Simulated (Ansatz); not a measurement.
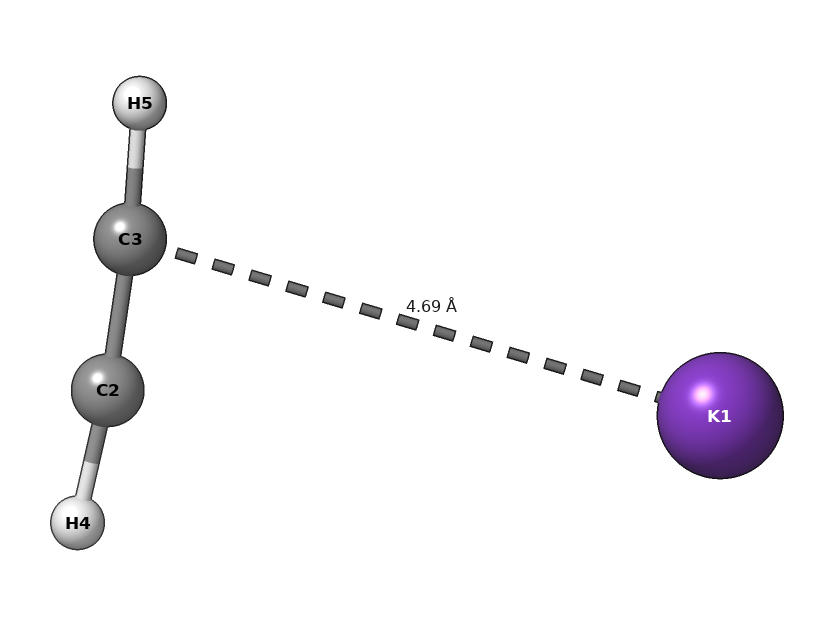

Two molecules or ions; the broken line marks their closest contact (measured against van der Waals radii). The species has charge +1 and is a spin singlet. Geometry: a pair of rigid molecules at a changed separation. Program: Ansatz 0.2.0.

Q: Which two species are they?

A: K and C2H2 (`C#C.[K+]`).

Give the counterpoise-corrected interaction energy (kcal/mol, monomers kept as in the pair) with RHF-CCSD(T) (frozen core)/def2-TZVPPD; ωB97M-V/def2-TZVPPD.

```
                                level  interaction energy (kcal/mol)
RHF-CCSD(T) (frozen core)/def2-TZVPPD                           −3.6
                  ωB97M-V/def2-TZVPPD                           −3.8
```
